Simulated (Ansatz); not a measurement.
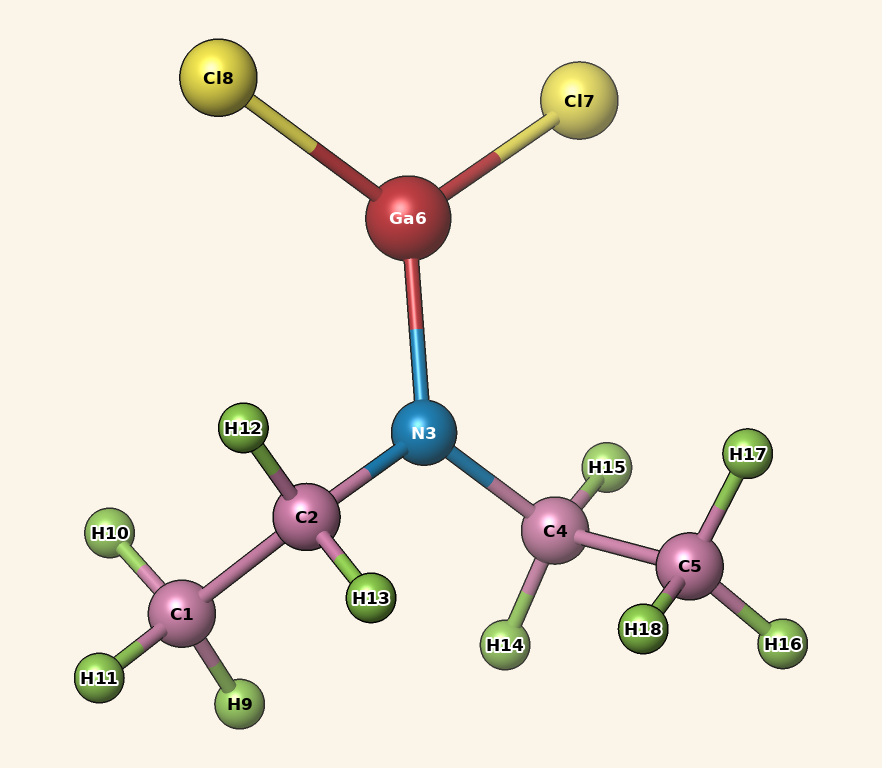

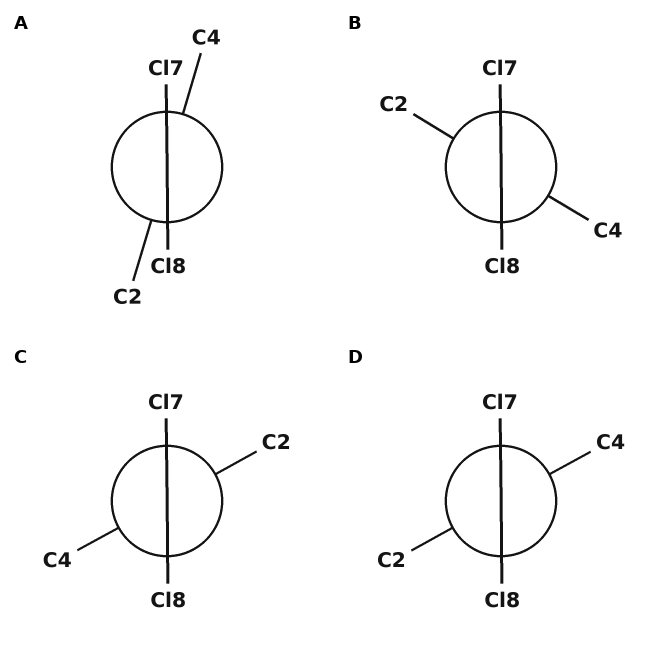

Atoms fade into the background with distance from the viewer. Bonds that would overlap in a projection are set slightly apart. The computed structure is the end point of a PBE0-D4/def2-TZVP optimisation. No frequency run is at hand to confirm it as a minimum.

> Which Newman projection shows the view along Ga6–N3, with Ga6 in front?

A. The torsion angle Cl7–Ga6–N3–C2 is −178°, antiperiplanar (anti).
